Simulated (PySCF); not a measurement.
# Frequency calculation of GaH3

GaH3, computed with RKS-based PBE0, Ga def2-TZVP, H def2-TZVP; non-relativistic Hamiltonian; density fitting (PySCF 2.14.0).

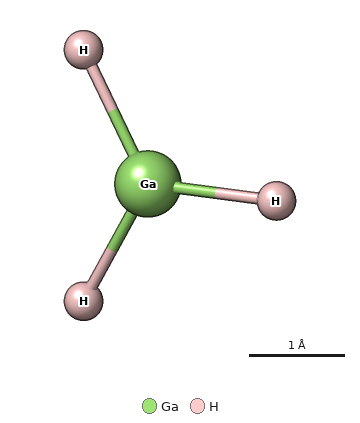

*The structure (ball-and-stick view, seen at a tilt). Sticks mark near contacts.*

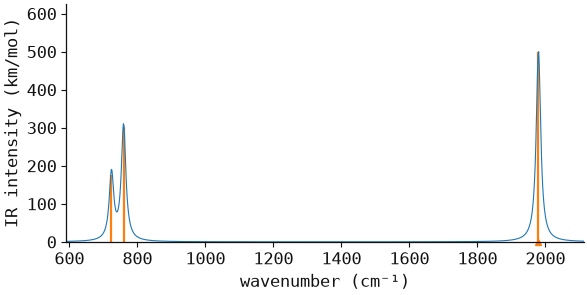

*Harmonic infrared spectrum, unscaled: sticks (degenerate modes added up, dark ones marked on the axis) with a Lorentzian envelope of 16 cm⁻¹ full width, scaled to the tallest stick.*

6 modes from 724 to 1979 cm⁻¹, none imaginary. The strongest line is at 1979 cm⁻¹ (500 km/mol). All modes, in cm⁻¹ (km/mol): 724 (176), 759 (151), 759 (151), 1978 (0.0), 1979 (250), 1979 (250).

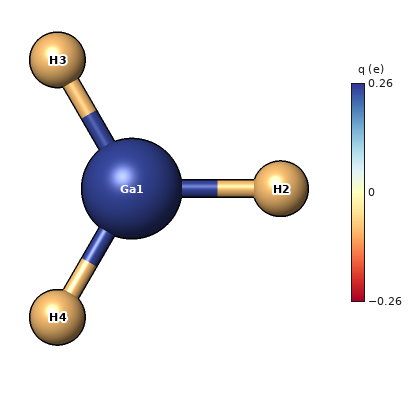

*Mulliken charges, as the colour of each atom (ball-and-stick view, seen on its broad side; atoms are numbered from 1 in the order of the input).*

By element: Ga +0.24 and H −0.08 e.

The input that produced these results follows, with the program's output.

Input file
```python
from pyscf import gto, scf, dft
mol = gto.M(atom='''
Ga     0.000000    -0.000000     0.000000
H      1.568474    -0.000000     0.000000
H     -0.784237     1.358338     0.000000
H     -0.784237    -1.358338     0.000000''',
    basis={'Ga': 'def2-TZVP', 'H': 'def2-TZVP'},
    charge=0, spin=0)
mf = dft.RKS(mol, xc='PBE0')
mf.grids.atom_grid = (75, 302)
aux = {'Ga': 'def2-universal-JKFIT', 'H': 'def2-universal-JKFIT'}
mf = mf.density_fit(auxbasis=aux)
mf.conv_tol = 1e-09
mf.diis_space = 10
mf.max_cycle = 60
mf.verbose = 4
mf.kernel()
```

The script is an equivalent of the set-up of the self-consistent field. The run itself was carried out by a driver, which started from the orbitals of the step before it where there was one and computed the further properties.

Launched with:
```bash
OMP_NUM_THREADS=2 python axn.py task.json out
```

Output
```
init E= -1926.36048624798
  HOMO = -0.31577512006671  LUMO = -0.0669291506707985  gap/eV = 6.77144
cycle= 1 E= -1926.36048624798  delta_E= -5.23e-12  |g|= 8.98e-07  |ddm|= 6.18e-07
  HOMO = -0.315775074297277  LUMO = -0.0669291075190248  gap/eV = 6.77144
Extra cycle  E= -1926.36048624798  delta_E= 2.05e-12  |g|= 1.27e-06  |ddm|= 8.29e-07
converged SCF energy = -1926.36048624798
```

Summary

| quantity | value |
| --- | --- |
| outcome | converged |
| total energy | −1926.360486 hartree |
| HOMO | −8.59 eV |
| LUMO | −1.82 eV |
| zero-point energy | 0.018633 hartree |
| dipole moment | 0.00 D |
| wavenumbers, lowest and highest | 724 and 1979 cm⁻¹ |
| hardware | 2 threads of Arm Neoverse N1, 98 GiB of memory available, shared host |
| wall time | 10 s (CPU time 18 s) |
| peak memory | 0.82 GiB |
